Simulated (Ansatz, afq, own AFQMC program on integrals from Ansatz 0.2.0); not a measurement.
# Si₂H₄ (triplet): quantum Monte Carlo beside coupled cluster at distance Si1–H5 along a hydrogen transfer = 1.679 Å, cc-pVTZ

How near does AFQMC come to the top of the ladder for Si₂H₄ (triplet)?

Program: Ansatz 0.2.0, Gaussian basis, and an in-house AFQMC program (afq) on its integrals; all values are calculated. Level of theory: cc-pVTZ, frozen cores. These are calculated values, not measurements.

Plan: CCSD(T) on UHF; CCSD(T) on UHF; PBE (unrestricted); CCSD(T) on UHF; r2SCAN (unrestricted); PBE0 (unrestricted); B3LYP (unrestricted); wB97M-V (unrestricted); B2PLYP (unrestricted); Phaseless AFQMC, CISD trial on UHF.

**1. The geometry**

The geometry derives from fragments relaxed apart (PBE0/def2-TZVP) and kept rigid, so it is no stationary point. A hydrogen atom is moved between rigid fragments.

6 atoms, charge 0, spin multiplicity 3.

Atoms are counted from 1 here; the program's logs count them from 0.

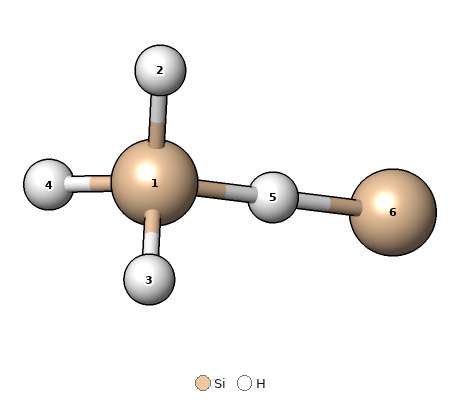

The geometry (silicon light orange, hydrogen white); atoms are numbered from 1 in the order of the file.

**2. CCSD(T) on UHF**

File in.yaml:

```yaml
crystal:
  periodic: [false, false, false]
  atoms:
    - {symbol: Si, position_ang: [-1.579609, 0.000000, 0.000000]}
    - {symbol: H, position_ang: [-2.074481, 1.399708, 0.000000]}
    - {symbol: H, position_ang: [-2.074481, -0.699854, 1.212183]}
    - {symbol: H, position_ang: [-2.074481, -0.699854, -1.212182]}
    - {symbol: H, position_ang: [0.099391, 0.000000, 0.000000]}
    - {symbol: Si, position_ang: [1.799391, 0.000000, 0.000000]}
basis:
  gaussian: {orbitals: cc-pVTZ}
magnetization: {spin_polarized: true, initial_magnetization: 2}
correlation: {method: ccsd_t, electrons: outside_noble_gas, hamiltonian_folder: ham}
```

Command:

```
ansatz run in.yaml --threads 1 --pin off --events-out ev --progress --plain --max-ram 16896MiB --backend cuda --devices 0, --max-vram 18GiB
```

Standard output, shortened:

```text
Functional definition: HF
  name "HF"
  cite "Fock, Z. Phys. 61, 126 (1930) doi:10.1007/BF01340294"
  parent pbe
[...]
715 factors; integrals over basis functions are off by at most 9.3e-4 eV
[...]
mean field -15785.32563577 eV, -580.1000174365 hartree, gradient 1.6e-6 eV, S^2 2.034126; 4 other end points of the search recorded, 0 dependent functions left out
determinant -15785.32563577 eV, -580.1000174365 hartree, with singles and doubles -15792.51744899 eV, -580.3643116977 hartree
determinant -15784.18208337 eV, -580.0579926610 hartree, with singles and doubles -15791.54532649 eV, -580.3285868547 hartree
10 core orbitals not correlated: weight in the atoms' cores, before any rotation towards them, 1.000 or more for the frozen orbitals, at most 0.000 for the correlated occupied ones
reference -15785.32563577 eV, -580.1000174365 hartree; 7, 5 occupied and 107, 109 virtual orbitals, 715 factors
second order -5.76025039 eV of doubles, -0.00000000 eV of singles
cycle   1  -7.00739442 eV  change   -5.1e-1 eV  update   2.5e-2
[...]
cycle  10  -7.02291739 eV  change   -8.3e-8 eV  update   5.7e-6
perturbative correction -0.23915002 eV, -0.0087886013 hartree
Total energy: -15792.58770318 eV, -580.3668934915 hartree
```

Run time: 3.2 s. Hardware: 1 × NVIDIA H100 80GB HBM3 with 1 thread of AMD EPYC 7R13 (Zen 3), shared host; peak host memory 2.1 GiB.

From the report: ⟨S²⟩ of the determinant 2.034 (pure triplet: 2.00); correlation -7.2621 eV; T1 0.021; largest double amplitude 0.07.

This run also writes the integrals to the folder ham.

**3. CCSD(T) on UHF**

in.yaml: that of step 2 with these lines changed.

```diff
@@ -10,4 +10,4 @@
 basis:
-  gaussian: {orbitals: cc-pVTZ}
+  gaussian: {orbitals: def2-TZVPP}
 magnetization: {spin_polarized: true, initial_magnetization: 2}
-correlation: {method: ccsd_t, electrons: outside_noble_gas, hamiltonian_folder: ham}
+correlation: {method: ccsd_t, electrons: outside_noble_gas}
```

The command is unchanged.

Standard output, shortened:

```text
Functional definition: HF
  name "HF"
  cite "Fock, Z. Phys. 61, 126 (1930) doi:10.1007/BF01340294"
  parent pbe
[...]
793 factors; integrals over basis functions are off by at most 9.3e-4 eV
[...]
mean field -15785.11834737 eV, -580.0923997283 hartree, gradient 3.1e-6 eV, S^2 2.035597; 4 other end points of the search recorded, 0 dependent functions left out
determinant -15785.11834737 eV, -580.0923997283 hartree, with singles and doubles -15792.32675689 eV, -580.3573038920 hartree
determinant -15783.96562416 eV, -580.0500379317 hartree, with singles and doubles -15791.34833033 eV, -580.3213473793 hartree
10 core orbitals not correlated: weight in the atoms' cores, before any rotation towards them, 1.000 or more for the frozen orbitals, at most 0.000 for the correlated occupied ones
reference -15785.11834737 eV, -580.0923997283 hartree; 7, 5 occupied and 123, 125 virtual orbitals, 793 factors
second order -5.77131492 eV of doubles, -0.00000000 eV of singles
cycle   1  -7.02044403 eV  change   -5.2e-1 eV  update   2.5e-2
[...]
cycle  10  -7.03917788 eV  change    6.4e-7 eV  update   6.0e-6
perturbative correction -0.24116737 eV, -0.0088627372 hartree
Total energy: -15792.39869262 eV, -580.3599474813 hartree
```

Wall time 2.8 s (1 × NVIDIA H100 80GB HBM3 with 1 thread of AMD EPYC 7R13 (Zen 3), shared host); peak host memory 2.1 GiB.

From the report: ⟨S²⟩ of the determinant 2.036 (pure triplet: 2.00); correlation -7.2803 eV; T1 0.021; largest double amplitude 0.07.

**4. PBE (unrestricted)**

in.yaml: that of step 3 with these lines changed.

```diff
@@ -10,4 +10,5 @@
 basis:
-  gaussian: {orbitals: def2-TZVPP}
+  gaussian: {orbitals: cc-pVTZ}
 magnetization: {spin_polarized: true, initial_magnetization: 2}
-correlation: {method: ccsd_t, electrons: outside_noble_gas}
+hamiltonian: {xc: {name: PBE}}
+output: {orbitals: {seedname: orbitals}}
```

Command:

```
ansatz run in.yaml --threads 1 --pin off --events-out ev --progress --plain --max-ram 5632MiB --backend cpu
```

Standard output:

```text
Functional definition: PBE
  name "PBE"
  cite "Perdew, Burke & Ernzerhof, Phys. Rev. Lett. 77, 3865 (1996) doi:10.1103/PhysRevLett.77.3865"
  parent pbe
  parameter kappa = 0.804
  parameter beta = 0.06672455060314922
  exchange = pbe_x(kappa = kappa, mu = beta*pi^2/3)
  correlation = pbe_c(beta = beta)
790 factors; their error is unknown
mean field evaluation 1: about -15806.1063 eV, gradient 1.3e1 eV
mean field evaluation 2: about -15803.6568 eV, gradient 2.2e1 eV
mean field evaluation 4: about -15808.6835 eV, gradient 1.9e0 eV
mean field evaluation 8: about -15808.6758 eV, gradient 1.3e-1 eV
mean field evaluation 16: about -15808.6759 eV, gradient 7.5e-5 eV
mean field evaluation 32: about -15807.7991 eV, gradient 5.1e-1 eV
mean field -15808.67590300 eV, -580.9581239299 hartree, gradient 1.3e-5 eV, S^2 2.006700; 5 other end points of the search recorded, 0 dependent functions left out
reference -15808.67594397 eV, -580.9581254354 hartree; 17, 15 occupied and 107, 109 virtual orbitals, 790 factors
Total energy: -15808.67594397 eV, -580.9581254354 hartree
```

It took 8 s on 1 thread of AMD EPYC 7R13 (Zen 3), shared host; peak memory 2.1 GiB.

From the report: ⟨S²⟩ of the determinant 2.007 (pure triplet: 2.00).

**5. CCSD(T) on UHF**

in.yaml: that of step 4 with these lines changed.

```diff
@@ -10,5 +10,4 @@
 basis:
-  gaussian: {orbitals: cc-pVTZ}
+  gaussian: {orbitals: "def2-QZVPP.json"}
 magnetization: {spin_polarized: true, initial_magnetization: 2}
-hamiltonian: {xc: {name: PBE}}
-output: {orbitals: {seedname: orbitals}}
+correlation: {method: ccsd_t, electrons: outside_noble_gas}
```

Command:

```
ansatz run in.yaml --threads 1 --pin off --events-out ev --progress --plain --max-ram 16896MiB --backend cuda --devices 0, --max-vram 18GiB
```

Standard output, shortened:

```text
Functional definition: HF
  name "HF"
  cite "Fock, Z. Phys. 61, 126 (1930) doi:10.1007/BF01340294"
  parent pbe
[...]
1510 factors; integrals over basis functions are off by at most 1.0e-3 eV
[...]
mean field -15785.59483146 eV, -580.1099101958 hartree, gradient 9.1e-7 eV, S^2 2.036129; 4 other end points of the search recorded, 0 dependent functions left out
determinant -15785.59483146 eV, -580.1099101958 hartree, with singles and doubles -15793.20872760 eV, -580.3897157178 hartree
determinant -15784.44060389 eV, -580.0674931150 hartree, with singles and doubles -15792.23804319 eV, -580.3540437236 hartree
10 core orbitals not correlated: weight in the atoms' cores, before any rotation towards them, 1.000 or more for the frozen orbitals, at most 0.000 for the correlated occupied ones
reference -15785.59483146 eV, -580.1099101958 hartree; 7, 5 occupied and 243, 245 virtual orbitals, 1510 factors
second order -6.16695772 eV of doubles, -0.00000000 eV of singles
cycle   1  -7.29532938 eV  change   -6.4e-1 eV  update   2.9e-2
[...]
cycle  10  -7.32637971 eV  change    1.9e-6 eV  update   7.4e-6
perturbative correction -0.27170514 eV, -0.0099849797 hartree
Total energy: -15793.19291632 eV, -580.3891346639 hartree
```

Run time: 7.5 s. Hardware: 1 × NVIDIA H100 80GB HBM3 with 1 thread of AMD EPYC 7R13 (Zen 3), shared host; peak host memory 2.1 GiB.

From the report: ⟨S²⟩ of the determinant 2.036 (pure triplet: 2.00); correlation -7.5981 eV; T1 0.022; largest double amplitude 0.06.

**6. r2SCAN (unrestricted)**

in.yaml: that of step 5 with these lines changed.

```diff
@@ -10,4 +10,4 @@
 basis:
-  gaussian: {orbitals: "def2-QZVPP.json"}
+  gaussian: {orbitals: cc-pVTZ}
 magnetization: {spin_polarized: true, initial_magnetization: 2}
-correlation: {method: ccsd_t, electrons: outside_noble_gas}
+hamiltonian: {xc: {name: r2SCAN}}
```

Command:

```
ansatz run in.yaml --threads 1 --pin off --events-out ev --progress --plain --max-ram 5632MiB --backend cpu
```

Standard output, shortened:

```text
Functional definition: r2SCAN
  name "r2SCAN"
  cite "Furness, Kaplan, Ning, Perdew & Sun, J. Phys. Chem. Lett. 11, 8208 (2020) doi:10.1021/acs.jpclett.0c02405"
  cite "Furness, Kaplan, Ning, Perdew & Sun, J. Phys. Chem. Lett. 11, 9248 (2020) doi:10.1021/acs.jpclett.0c03077"
  parent r2scan
[...]
790 factors; their error is unknown
[...]
mean field -15815.51179659 eV, -581.2093383858 hartree, gradient 5.2e-5 eV, S^2 2.014133; 6 other end points of the search recorded, 0 dependent functions left out
reference -15815.51181035 eV, -581.2093388913 hartree; 17, 15 occupied and 107, 109 virtual orbitals, 790 factors
Total energy: -15815.51181035 eV, -581.2093388913 hartree
```

It took 20 s on 1 thread of AMD EPYC 7R13 (Zen 3), shared host; peak memory 2.1 GiB.

From the report: ⟨S²⟩ of the determinant 2.014 (pure triplet: 2.00).

**7. PBE0 (unrestricted)**

in.yaml: that of step 6 with these lines changed.

```diff
@@ -12,2 +12,3 @@
 magnetization: {spin_polarized: true, initial_magnetization: 2}
-hamiltonian: {xc: {name: r2SCAN}}
+hamiltonian: {xc: {name: PBE0}}
+output: {orbitals: {seedname: orbitals}}
```

The command is unchanged.

Standard output:

```text
Functional definition: PBE0
  name "PBE0"
  cite "Adamo & Barone, J. Chem. Phys. 110, 6158 (1999) doi:10.1063/1.478522"
  cite "Perdew, Burke & Ernzerhof, Phys. Rev. Lett. 77, 3865 (1996) doi:10.1103/PhysRevLett.77.3865"
  parent pbe
  parameter a = 0.25
  parameter kappa = 0.804
  parameter beta = 0.06672455060314922
  exchange = (1 - a)*pbe_x(kappa = kappa, mu = beta*pi^2/3) + a*exact_x
  correlation = pbe_c(beta = beta)
808 factors; their error is unknown
mean field evaluation 1: about -15808.3098 eV, gradient 9.7e0 eV
mean field evaluation 2: about -15807.6640 eV, gradient 1.5e1 eV
mean field evaluation 4: about -15810.1674 eV, gradient 1.5e0 eV
mean field evaluation 8: about -15810.1953 eV, gradient 3.9e-2 eV
mean field evaluation 16: about -15810.2613 eV, gradient 3.9e-4 eV
mean field -15810.26128154 eV, -581.0163855164 hartree, gradient 4.6e-5 eV, S^2 2.008973; 2 other end points of the search recorded, 0 dependent functions left out
reference -15810.26131245 eV, -581.0163866527 hartree; 17, 15 occupied and 107, 109 virtual orbitals, 808 factors
Total energy: -15810.26131245 eV, -581.0163866527 hartree
```

Run time: 3.7 s. Hardware: 1 thread of AMD EPYC 7R13 (Zen 3), shared host; peak memory 2.1 GiB.

From the report: ⟨S²⟩ of the determinant 2.009 (pure triplet: 2.00).

**8. B3LYP (unrestricted)**

in.yaml: that of step 7 with these lines changed.

```diff
@@ -12,3 +12,2 @@
 magnetization: {spin_polarized: true, initial_magnetization: 2}
-hamiltonian: {xc: {name: PBE0}}
-output: {orbitals: {seedname: orbitals}}
+hamiltonian: {xc: {name: B3LYP}}
```

Launched as before.

Standard output, shortened:

```text
Functional definition: B3LYP
  name "B3LYP"
  cite "Stephens, Devlin, Chabalowski & Frisch, J. Phys. Chem. 98, 11623 (1994) doi:10.1021/j100096a001"
  cite "Becke, Phys. Rev. A 38, 3098 (1988) doi:10.1103/PhysRevA.38.3098"
  cite "Lee, Yang & Parr, Phys. Rev. B 37, 785 (1988) doi:10.1103/PhysRevB.37.785"
  cite "Vosko, Wilk & Nusair, Can. J. Phys. 58, 1200 (1980) doi:10.1139/p80-159"
[...]
808 factors; their error is unknown
[...]
mean field -15818.35490381 eV, -581.3138206491 hartree, gradient 3.4e-5 eV, S^2 2.005854; 4 other end points of the search recorded, 0 dependent functions left out
reference -15818.35515612 eV, -581.3138299211 hartree; 17, 15 occupied and 107, 109 virtual orbitals, 808 factors
Total energy: -15818.35515612 eV, -581.3138299211 hartree
```

It took 10 s on 1 thread of AMD EPYC 7R13 (Zen 3), shared host; peak memory 2.1 GiB.

From the report: ⟨S²⟩ of the determinant 2.006 (pure triplet: 2.00).

**9. wB97M-V (unrestricted)**

in.yaml: that of step 8 with these lines changed.

```diff
@@ -12,2 +12,3 @@
 magnetization: {spin_polarized: true, initial_magnetization: 2}
-hamiltonian: {xc: {name: B3LYP}}
+hamiltonian: {xc: {name: wB97M-V}}
+output: {orbitals: {seedname: orbitals}}
```

Launched as before.

Standard output, shortened:

```text
Functional definition: wB97M-V
  name "wB97M-V"
  cite "Mardirossian & Head-Gordon, J. Chem. Phys. 144, 214110 (2016) doi:10.1063/1.4952647"
  cite "Becke, J. Chem. Phys. 107, 8554 (1997) doi:10.1063/1.475007"
  cite "Vydrov & Van Voorhis, J. Chem. Phys. 133, 244103 (2010) doi:10.1063/1.3521275"
  # Of w^i u^j: cxij and so on, Table III.
[...]
  gx(w, u) = 1 - cx + cx01*u + cx10*w
  gss(w, u) = css00 + css04*u^4 + css10*w + css20*w^2 + css43*w^4*u^3
  gos(w, u) = cos00 + cos10*w + (cos20 + cos21*u)*w^2 + (cos60 + cos61*u)*w^6
[...]
      + integral(e_c_pw_mod_opposite_spin*gos(b97_w_opposite, b97_u_opposite)) + vv10(b, c)
808 factors; their error is unknown
188 factors; integrals over basis functions are off by at most 1.2e-4 eV
[...]
mean field -15815.32027773 eV, -581.2023001975 hartree, gradient 3.4e-5 eV, S^2 2.004225; 2 other end points of the search recorded, 0 dependent functions left out
reference -15815.32031991 eV, -581.2023017476 hartree; 17, 15 occupied and 107, 109 virtual orbitals, 808 factors
Total energy: -15815.32031991 eV, -581.2023017476 hartree
```

It took 11 s on 1 thread of AMD EPYC 7R13 (Zen 3), shared host; peak memory 2.1 GiB.

From the report: ⟨S²⟩ of the determinant 2.004 (pure triplet: 2.00).

**10. B2PLYP (unrestricted)**

in.yaml: that of step 9 with these lines changed.

```diff
@@ -12,3 +12,3 @@
 magnetization: {spin_polarized: true, initial_magnetization: 2}
-hamiltonian: {xc: {name: wB97M-V}}
-output: {orbitals: {seedname: orbitals}}
+hamiltonian: {xc: {name: B2PLYP}}
+correlation: {electrons: outside_noble_gas}
```

Launched as before.

Standard output, shortened:

```text
Functional definition: B2PLYP
  name "B2PLYP"
  cite "Grimme, J. Chem. Phys. 124, 034108 (2006) doi:10.1063/1.2148954"
  cite "Becke, Phys. Rev. A 38, 3098 (1988) doi:10.1103/PhysRevA.38.3098"
  cite "Lee, Yang & Parr, Phys. Rev. B 37, 785 (1988) doi:10.1103/PhysRevB.37.785"
[...]
715 factors; integrals over basis functions are off by at most 9.3e-4 eV
[...]
mean field -15808.32248517 eV, -580.9451360642 hartree, gradient 9.3e-6 eV, S^2 2.011064; 2 other end points of the search recorded, 0 dependent functions left out
10 core orbitals not correlated: weight in the atoms' cores, before any rotation towards them, 1.000 or more for the frozen orbitals, at most 0.000 for the correlated occupied ones
reference -15808.32264546 eV, -580.9451419546 hartree; 7, 5 occupied and 107, 109 virtual orbitals, 715 factors
second order -7.28130704 eV of doubles, -0.00000000 eV of singles
Total energy: -15810.28859836 eV, -581.0173893911 hartree
```

Run time: 5.5 s. Hardware: 1 thread of AMD EPYC 7R13 (Zen 3), shared host; peak memory 2.1 GiB.

From the report: ⟨S²⟩ of the determinant 2.011 (pure triplet: 2.00).

**11. Phaseless AFQMC, CISD trial on UHF**

It reads the integrals that the CCSD(T) run on this determinant wrote.

Command:

```
afq ham --method phaseless --trial cisd --walkers 600 --populations 10 --least-time 60 --time-step 0.005 --steps-per-block 50 --equilibration-blocks 28 --max-blocks 4000 --target-error 0.00021 --factor-cut 1e-05 --start spin_pure --seed 694 --release-times 0.24,0.51,0.99,1.62,2.4 --release-step 0.03 --release-every 3 --taylor-order 6
```

Standard output:

```text
orbitals 114  electrons 7 5  factors 702 of 715
reference energy -580.10001744 Eh
CCSD correlation -0.25808776 Eh in 12 cycles, weight of the determinant in the CISD state 0.8471
energy of the start -580.356287 Eh
 block  time / (1/Eh)  mean weight  energy / Eh
     1     0.250  1.0011  -580.352611
     2     0.500  0.9991  -580.354316
     3     0.750  1.0003  -580.356497
     4     1.000  0.9997  -580.358460
     5     1.250  0.9993  -580.360706
     6     1.500  0.9995  -580.362831
     7     1.750  0.9995  -580.363860
     8     2.000  0.9994  -580.364732
     9     2.250  1.0002  -580.365847
    10     2.500  1.0002  -580.365054
    13     3.250  0.9997  -580.368268
    17     4.250  0.9996  -580.367910
    21     5.250  0.9999  -580.368314
    25     6.250  1.0001  -580.369544
    29     7.250  1.0002  -580.367490
    33     8.250  1.0010  -580.367783
    37     9.250  1.0003  -580.368975
    41    10.250  1.0008  -580.367699
    45    11.250  1.0004  -580.368533
    49    12.250  0.9999  -580.368924
    53    13.250  1.0000  -580.368410
    57    14.250  1.0008  -580.365968
    61    15.250  1.0000  -580.367098
    65    16.250  1.0007  -580.367088
    69    17.250  0.9996  -580.367450
    73    18.250  1.0001  -580.367374
    77    19.250  0.9996  -580.367587
    81    20.250  1.0015  -580.367091
    85    21.250  1.0002  -580.368800
    89    22.250  1.0001  -580.366994
    93    23.250  1.0006  -580.368502
    97    24.250  1.0010  -580.367670
   101    25.250  0.9997  -580.366571
   105    26.250  1.0004  -580.368597
   109    27.250  0.9999  -580.367896
   113    28.250  1.0009  -580.369821
   117    29.250  0.9997  -580.368543
   121    30.250  1.0010  -580.369857
   125    31.250  1.0000  -580.369367
   129    32.250  1.0002  -580.368506
   133    33.250  1.0001  -580.365650
   137    34.250  0.9999  -580.367565
   141    35.250  0.9995  -580.370481
   145    36.250  0.9998  -580.368006
   149    37.250  0.9999  -580.369123
   153    38.250  1.0002  -580.371652
   157    39.250  0.9972  -580.369533
   161    40.250  0.9995  -580.367531
   165    41.250  0.9986  -580.368242
   169    42.250  0.9998  -580.368849
   173    43.250  1.0011  -580.368012
   177    44.250  1.0001  -580.367071
   181    45.250  0.9998  -580.367337
   185    46.250  1.0005  -580.368755
error from the spread of 10 populations
released: time / (1/Eh)  energy / Eh  error  mean overlap
  0.24  -580.368441  0.000153  1.0015
  0.51  -580.368367  0.000138  0.9996
  0.99  -580.368679  0.000122  0.9930
  1.62  -580.368775  0.000215  0.9851
  2.40  -580.368918  0.000251  0.9856
energy -580.368358 +/- 0.000199 Eh
```

It took 1.8 min on 1 × NVIDIA H100 80GB HBM3 with 2 threads of AMD EPYC 7R13 (Zen 3), shared host; peak host memory 2.1 GiB.

Energy -15792.6276 ± 0.0054 eV. Caveats: constraint bias not in the error.

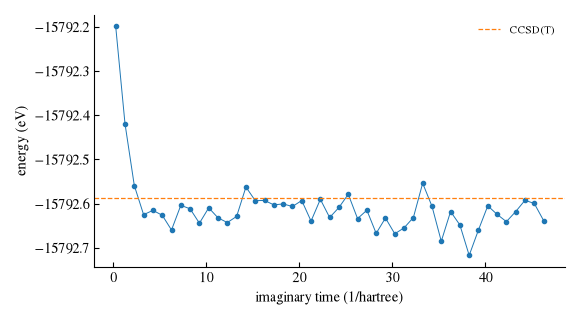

Block energies along the walk.

**12. AFQMC on the ladder**

On the UHF determinant, counted from CCSD(T) (a yardstick, not exact):

```tsv
level	energy (eV)	from CCSD(T) (kcal/mol)	statistical error (kcal/mol)	time
HF	-15785.3256	+167.47		
MP2	-15791.0859	+34.63		
CCSD	-15792.3486	+5.51		
CCSD(T)	-15792.5877	0.00		
Phaseless AFQMC, CISD trial, step 0.005, 600 walkers	-15792.6276	-0.92	0.13	1.8 min
```

The functionals' totals stand on their own zeros and serve differences with other points: PBE -15808.676 eV; r2SCAN -15815.512 eV; PBE0 -15810.261 eV; B3LYP -15818.355 eV; wB97M-V -15815.320 eV; B2PLYP -15810.289 eV.

**13. Outcome**

| quantity | value |
| --- | --- |
| Phaseless AFQMC, CISD trial on UHF from CCSD(T) | -0.92 ± 0.13 kcal/mol |

What this shows: On UHF the phaseless walk with the CISD trial lies -0.92 kcal/mol from CCSD(T), 7 times its error bar. Error bars are statistical and leave out the constraint, the time step and what remains of the start.
